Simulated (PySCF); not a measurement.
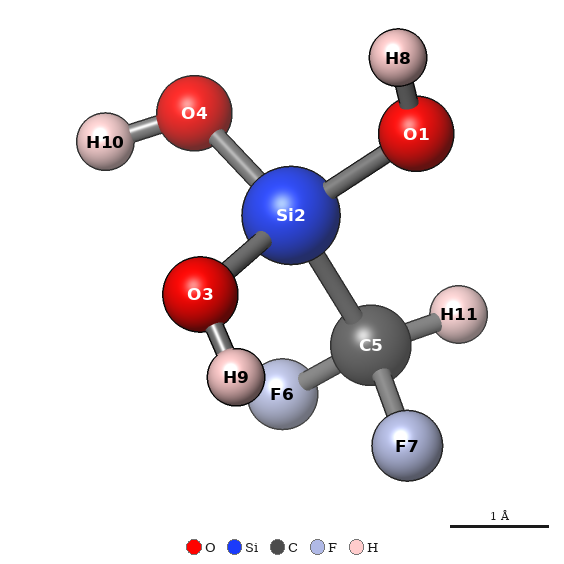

Orthographic view. Distant atoms are faded towards the background colour. The computed structure is the end point of a PBE0-D3(BJ)/def2-SVP optimisation. No frequency run is at hand to confirm it as a minimum.

Write a MOL file (V2000) with the atoms in numerical order, bonds sorted by atom number with the orders drawn, and coordinates in the frame of the picture: x right, y up, z towards the viewer, origin at the mean position.

```
CH4F2O3Si
                    3D

 11 10  0  0  0  0  0  0  0  0999 V2000
    1.1300    1.2600    0.8300 O   0  0  0  0  0  0  0  0  0  0  0  0
   -0.1500    0.4300    0.2300 Si  0  0  0  0  0  4  0  0  0  0  0  0
   -1.0700   -0.3800    1.3300 O   0  0  0  0  0  0  0  0  0  0  0  0
   -1.1400    1.4700   -0.5700 O   0  0  0  0  0  0  0  0  0  0  0  0
    0.6700   -0.9000   -0.8700 C   0  0  0  0  0  0  0  0  0  0  0  0
   -0.2400   -1.4000   -1.7600 F   0  0  0  0  0  0  0  0  0  0  0  0
    1.0400   -1.9200   -0.0400 F   0  0  0  0  0  0  0  0  0  0  0  0
    0.9500    2.0400    1.3700 H   0  0  0  0  0  0  0  0  0  0  0  0
   -0.7100   -1.2200    1.6200 H   0  0  0  0  0  0  0  0  0  0  0  0
   -2.0400    1.1800   -0.7000 H   0  0  0  0  0  0  0  0  0  0  0  0
    1.5600   -0.5800   -1.4300 H   0  0  0  0  0  0  0  0  0  0  0  0
  1  2  1  0
  1  8  1  0
  2  3  1  0
  2  4  1  0
  2  5  1  0
  3  9  1  0
  4 10  1  0
  5  6  1  0
  5  7  1  0
  5 11  1  0
M  END
```
